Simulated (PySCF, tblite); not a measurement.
# CH₁₁NSSi₃: a rotation path, then NMR shifts on frames, part 2 of 2

tblite 0.8.0 and PySCF 2.14.0. Atoms count from 0. The steps go on from the part before.

## (5) Nuclear shieldings: image 4, PBE0/pcSseg-1

What the job is given:

```
{"job": {"kind": "nmr", "xc": "PBE0", "basis": "pcSseg-1", "pop": false}, "charge": 0, "multiplicity": 1}
C      3.126200     0.537500     0.568600
S      1.612700     1.556300     0.627600
Si     0.326300     0.477900    -0.707600
N     -1.021500    -0.190400     0.149600
Si    -1.476500    -1.854300    -0.120700
Si    -2.072800     0.913400     1.015300
H      2.883000    -0.497200     0.785400
H      3.793200     0.930700     1.328000
H      3.585700     0.625800    -0.410900
H     -0.102100     1.421700    -1.735000
H      1.127700    -0.606000    -1.258400
H     -2.120800    -1.970600    -1.432400
H     -0.254600    -2.659600    -0.090700
H     -2.383400    -2.240100     0.954300
H     -3.043200     1.473600     0.068400
H     -2.744100     0.127100     2.046600
H     -1.242700     1.966200     1.588500
```

Method: GIAO PBE0/pcSseg-1 NMR shielding, non-relativistic, gas phase.

Log:

```text
coarse grid: 15464 points
cycle   1  E = -1365.4398497104  dE =  2.428e-01  |g| = 4.892e-01  |ddm| = 3.710e+00
cycle   2  E = -1365.3815761612  dE =  5.827e-02  |g| = 7.053e-01  |ddm| = 1.072e+00
cycle   3  E = -1365.4909906952  dE = -1.094e-01  |g| = 8.951e-02  |ddm| = 6.933e-01
cycle   4  E = -1365.4927765115  dE = -1.786e-03  |g| = 2.923e-02  |ddm| = 1.381e-01
cycle   5  E = -1365.4929971240  dE = -2.206e-04  |g| = 6.197e-03  |ddm| = 4.379e-02
cycle   6  E = -1365.4930064639  dE = -9.340e-06  |g| = 1.664e-03  |ddm| = 9.105e-03
final grid: 128816 points
cycle   7  E = -1365.5256596334  dE = -1.473e-05  |g| = 8.806e-03  |ddm| = 2.251e-02
cycle   8  E = -1365.5256418122  dE =  1.782e-05  |g| = 1.226e-02  |ddm| = 1.747e-02
cycle   9  E = -1365.5256776230  dE = -3.581e-05  |g| = 1.059e-03  |ddm| = 1.079e-02
cycle  10  E = -1365.5256778418  dE = -2.188e-07  |g| = 2.752e-04  |ddm| = 1.050e-03
cycle  11  E = -1365.5256778594  dE = -1.764e-08  |g| = 4.713e-05  |ddm| = 2.982e-04
cycle  12  E = -1365.5256778600  dE = -5.975e-10  |g| = 1.334e-05  |ddm| = 7.534e-05
converged SCF energy = -1365.5256778600

GIAO shielding tensors (ppm)
atom      isotropic    diamagn.    paramagn.     s11        s22        s33       span
  0 C      169.660     250.607     -80.947    152.931    167.087    188.963     36.032
  1 S      666.394    1060.435    -394.041    565.794    639.060    794.330    228.536
  2 Si     356.750     881.830    -525.080    295.636    377.474    397.139    101.503
  3 N      258.788     333.284     -74.496    218.410    272.119    285.836     67.426
  4 Si     392.643     880.360    -487.717    338.950    371.281    467.697    128.747
  5 Si     399.264     880.322    -481.058    354.527    378.589    464.675    110.148
  6 H       29.516      31.668      -2.153     23.429     28.771     36.347     12.918
  7 H       29.666      28.842       0.824     23.889     26.732     38.378     14.489
  8 H       29.465      29.566      -0.102     23.645     27.363     37.386     13.741
  9 H       26.260      30.543      -4.283     21.393     25.524     31.863     10.470
 10 H       26.683      32.400      -5.717     22.494     27.236     30.319      7.825
 11 H       26.884      29.116      -2.232     23.033     24.579     33.039     10.006
 12 H       26.835      30.191      -3.356     22.882     25.983     31.640      8.758
 13 H       26.908      29.710      -2.802     23.330     25.522     31.872      8.541
 14 H       27.025      28.994      -1.969     23.312     24.580     33.185      9.873
 15 H       27.082      29.708      -2.625     23.523     25.451     32.274      8.751
 16 H       26.754      29.972      -3.219     21.704     28.109     30.448      8.744
```

Run time: 43 s. Hardware: 1 thread of Intel Xeon Platinum 8488C, shared host; peak memory 0.84 GiB.

This run: δ C0 17.3, S1 -163, Si2 -7.6, Si4 -43.5, H9 5.46, H10 5.03 ppm.

## (6) NMR shieldings: image 6, PBE0/pcSseg-1

What the job is given:

```
{"job": {"kind": "nmr", "xc": "PBE0", "basis": "pcSseg-1", "pop": false}, "charge": 0, "multiplicity": 1}
C      3.267700     0.900100     0.359800
S      1.660100     0.896800     1.216900
Si     0.479200     0.061000    -0.353000
N     -1.085800    -0.335300     0.259900
Si    -1.766700    -1.890100    -0.143500
Si    -2.069300     0.928400     0.968800
H      3.485400    -0.094400    -0.016100
H      4.014900     1.194400     1.088400
H      3.243100     1.614200    -0.457000
H      0.403900     1.035000    -1.445400
H      1.161200    -1.150900    -0.795900
H     -2.174200    -1.874800    -1.552000
H     -0.734800    -2.903100     0.068300
H     -2.909300    -2.107300     0.735600
H     -2.745200     1.654800    -0.113100
H     -3.042800     0.266000     1.831700
H     -1.194400     1.817300     1.723100
```

Method: GIAO PBE0/pcSseg-1 NMR shielding, non-relativistic, gas phase.

Log:

```text
coarse grid: 15464 points
cycle   1  E = -1365.4408291698  dE =  2.619e-01  |g| = 4.856e-01  |ddm| = 3.715e+00
cycle   2  E = -1365.3848847715  dE =  5.594e-02  |g| = 6.957e-01  |ddm| = 1.092e+00
cycle   3  E = -1365.4914677454  dE = -1.066e-01  |g| = 8.729e-02  |ddm| = 6.888e-01
cycle   4  E = -1365.4931184540  dE = -1.651e-03  |g| = 2.874e-02  |ddm| = 1.300e-01
cycle   5  E = -1365.4933292575  dE = -2.108e-04  |g| = 6.344e-03  |ddm| = 4.531e-02
cycle   6  E = -1365.4933390774  dE = -9.820e-06  |g| = 1.733e-03  |ddm| = 9.174e-03
final grid: 128816 points
cycle   7  E = -1365.5262716248  dE = -1.293e-05  |g| = 9.049e-03  |ddm| = 2.274e-02
cycle   8  E = -1365.5262543600  dE =  1.726e-05  |g| = 1.240e-02  |ddm| = 1.757e-02
cycle   9  E = -1365.5262904958  dE = -3.614e-05  |g| = 1.020e-03  |ddm| = 1.055e-02
cycle  10  E = -1365.5262906920  dE = -1.963e-07  |g| = 2.656e-04  |ddm| = 9.746e-04
cycle  11  E = -1365.5262907088  dE = -1.675e-08  |g| = 4.672e-05  |ddm| = 2.959e-04
cycle  12  E = -1365.5262907093  dE = -5.718e-10  |g| = 1.301e-05  |ddm| = 7.176e-05
converged SCF energy = -1365.5262907093

GIAO shielding tensors (ppm)
atom      isotropic    diamagn.    paramagn.     s11        s22        s33       span
  0 C      175.792     251.261     -75.469    164.791    169.982    192.605     27.814
  1 S      707.925    1061.032    -353.107    579.207    653.621    890.947    311.740
  2 Si     360.829     882.306    -521.477    316.243    349.391    416.854    100.611
  3 N      270.499     332.755     -62.256    243.768    279.241    288.489     44.721
  4 Si     391.565     880.074    -488.509    338.338    368.779    467.577    129.239
  5 Si     395.817     880.413    -484.596    351.219    370.168    466.062    114.843
  6 H       29.931      30.438      -0.507     24.103     28.220     37.470     13.367
  7 H       29.629      28.457       1.172     23.866     26.718     38.304     14.437
  8 H       29.839      29.890      -0.051     23.757     27.605     38.156     14.400
  9 H       26.301      31.537      -5.235     22.397     25.283     31.224      8.827
 10 H       26.558      32.181      -5.624     22.512     26.538     30.624      8.112
 11 H       26.911      29.118      -2.207     23.094     24.689     32.951      9.857
 12 H       26.808      29.715      -2.908     22.891     25.706     31.825      8.934
 13 H       26.923      29.486      -2.562     23.338     25.551     31.881      8.543
 14 H       26.873      29.297      -2.424     23.290     24.467     32.863      9.572
 15 H       27.014      29.809      -2.796     23.457     25.463     32.122      8.665
 16 H       26.702      30.115      -3.412     21.448     28.036     30.624      9.176
```

Run time: 40 s. Hardware: 1 thread of Intel Xeon Platinum 8488C, shared host; peak memory 0.87 GiB.

Key values: δ C0 11.1, S1 -204, Si2 -11.7, Si4 -42.4, H9 5.42, H10 5.16 ppm.

## (7) Shielding tensors: image 8, PBE0/pcSseg-1

What the job is given:

```
{"job": {"kind": "nmr", "xc": "PBE0", "basis": "pcSseg-1", "pop": false}, "charge": 0, "multiplicity": 1}
C      3.135900     1.211300     0.113700
S      1.488900     1.349000     0.875900
Si     0.580500    -0.295700    -0.126700
N     -1.080000    -0.410800     0.320400
Si    -1.930900    -1.727000    -0.442900
Si    -1.885700     0.802100     1.300100
H      3.561500     0.239000     0.339600
H      3.750500     1.995500     0.541000
H      3.052900     1.345800    -0.959800
H      0.737200    -0.062800    -1.565300
H      1.302700    -1.507800     0.264600
H     -1.887100    -1.537300    -1.893800
H     -1.230700    -2.962700    -0.093900
H     -3.299600    -1.714400     0.052800
H     -2.240700     1.934900     0.441700
H     -3.081300     0.155300     1.836600
H     -0.981100     1.197700     2.372500
```

With the program's defaults for keys left out, this is: GIAO PBE0/pcSseg-1 NMR shielding, non-relativistic, gas phase.

Log:

```text
coarse grid: 15464 points
cycle   1  E = -1365.4391908279  dE =  2.814e-01  |g| = 4.864e-01  |ddm| = 3.714e+00
cycle   2  E = -1365.3830024630  dE =  5.619e-02  |g| = 6.972e-01  |ddm| = 1.073e+00
cycle   3  E = -1365.4896519401  dE = -1.066e-01  |g| = 8.588e-02  |ddm| = 6.899e-01
cycle   4  E = -1365.4912445240  dE = -1.593e-03  |g| = 2.854e-02  |ddm| = 1.245e-01
cycle   5  E = -1365.4914531718  dE = -2.086e-04  |g| = 6.321e-03  |ddm| = 4.135e-02
cycle   6  E = -1365.4914628478  dE = -9.676e-06  |g| = 1.719e-03  |ddm| = 8.582e-03
final grid: 128816 points
cycle   7  E = -1365.5238790918  dE = -1.493e-05  |g| = 8.898e-03  |ddm| = 2.232e-02
cycle   8  E = -1365.5238627338  dE =  1.636e-05  |g| = 1.211e-02  |ddm| = 1.717e-02
cycle   9  E = -1365.5238973109  dE = -3.458e-05  |g| = 9.799e-04  |ddm| = 1.033e-02
cycle  10  E = -1365.5238974894  dE = -1.784e-07  |g| = 2.710e-04  |ddm| = 9.459e-04
cycle  11  E = -1365.5238975066  dE = -1.719e-08  |g| = 5.037e-05  |ddm| = 3.100e-04
cycle  12  E = -1365.5238975072  dE = -6.785e-10  |g| = 1.257e-05  |ddm| = 7.887e-05
converged SCF energy = -1365.5238975072

GIAO shielding tensors (ppm)
atom      isotropic    diamagn.    paramagn.     s11        s22        s33       span
  0 C      175.124     251.132     -76.009    163.152    169.120    193.099     29.946
  1 S      722.688    1061.351    -338.664    614.961    633.502    919.599    304.638
  2 Si     362.953     882.444    -519.491    324.856    334.839    429.164    104.308
  3 N      275.693     333.321     -57.628    265.087    273.529    288.463     23.376
  4 Si     395.083     880.096    -485.013    349.869    361.347    474.033    124.164
  5 Si     394.055     880.306    -486.251    350.050    372.006    460.109    110.060
  6 H       29.824      29.914      -0.090     23.931     27.628     37.911     13.979
  7 H       29.521      28.530       0.991     23.640     26.730     38.194     14.553
  8 H       29.813      30.360      -0.547     23.938     27.689     37.812     13.874
  9 H       26.380      31.933      -5.552     22.410     25.783     30.948      8.537
 10 H       26.338      31.626      -5.288     22.298     25.620     31.095      8.797
 11 H       26.919      29.420      -2.501     23.259     24.973     32.524      9.265
 12 H       26.889      29.335      -2.446     23.156     25.059     32.453      9.296
 13 H       26.929      29.383      -2.454     23.288     25.756     31.743      8.455
 14 H       26.861      29.760      -2.898     23.441     24.438     32.705      9.264
 15 H       27.051      29.758      -2.707     23.356     25.745     32.051      8.695
 16 H       26.725      30.239      -3.514     21.779     27.760     30.636      8.857
```

It took 43 s on 1 thread of Intel Xeon Platinum 8488C, shared host; peak memory 0.87 GiB.

In short: δ C0 11.8, S1 -219, Si2 -13.8, Si5 -44.9, H10 5.38, H9 5.34 ppm.

## (8) Run by run: NMR shifts

Shifts (ppm) of some atoms, chosen among heavy atoms and hydrogens apart, with basis size and wall time:

```
  frame    C0    H8    H6    S1    Si2    Si5    N3  functions  time
image 0  11.3  1.97  1.96  -183  -19.2  -53.8  -3.4        185  59 s
image 2  14.5  2.22  2.15  -152  -15.5  -52.0   4.8        185  39 s
image 4  17.3  2.25  2.20  -163   -7.6  -50.1   8.9        185  43 s
image 6  11.1  1.88  1.79  -204  -11.7  -46.7  -2.8        185  40 s
image 8  11.8  1.90  1.89  -219  -13.8  -44.9  -8.0        185  43 s
```

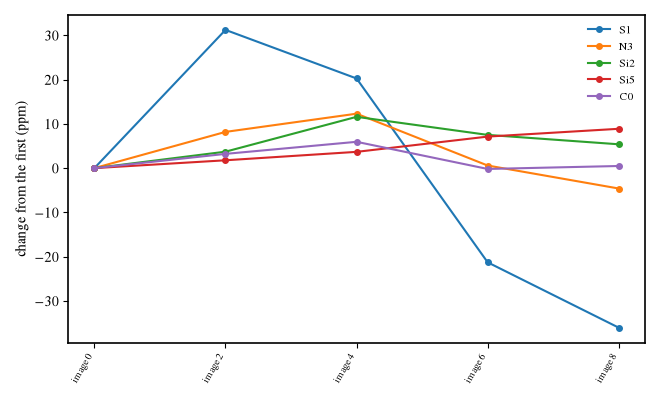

How five of the tabulated atoms move from run to run.

## (9) What came out

This closing draws on all 2 parts.

| quantity | value |
| --- | --- |
| barrier | 0.073 eV (1.7 kcal/mol) at image 4 |
| end to end (GFN2-xTB) | -0.008 eV |
| ¹³C shifts against TMS (PBE0/pcSseg-1, image 0) | 11.3 ppm |
| ¹H shifts against TMS (PBE0/pcSseg-1, image 0) | 5.39, 5.17, 5.10, 4.80, 4.78, 4.78, 4.63, 4.57, 1.97, 1.97, 1.96 ppm |
| ³³S shifts against CS2 (PBE0/pcSseg-1, image 0) | -183 ppm |
| ²⁹Si shifts against TMS (PBE0/pcSseg-1, image 0) | -19.2, -44.2, -53.8 ppm |
| ¹⁵N shifts against NH3 (PBE0/pcSseg-1, image 0) | -3.4 ppm |
| surface potential, 1st and 99th percentile | -1.03 V and 1.39 V |
| range of the shift of S1 | -219 to -152 ppm |

Along the band the dihedral turns by 135°, and the top (dihedral 114°) lies 1.7 kcal/mol above the start (GFN2-xTB, rough), so at room temperature this motion is fast. Ends this close can change order at a higher level. The top was not checked by a frequency run. Shifts at one fixed geometry are not the observed spectrum, which averages over the motion. In the first frame run (image 0): The largest span, 241 ppm, is at S1, where the paramagnetic term is -372 ppm. Across the 5 runs the shift of S1 moves most, between -219 (image 8) and -152 ppm (image 2).
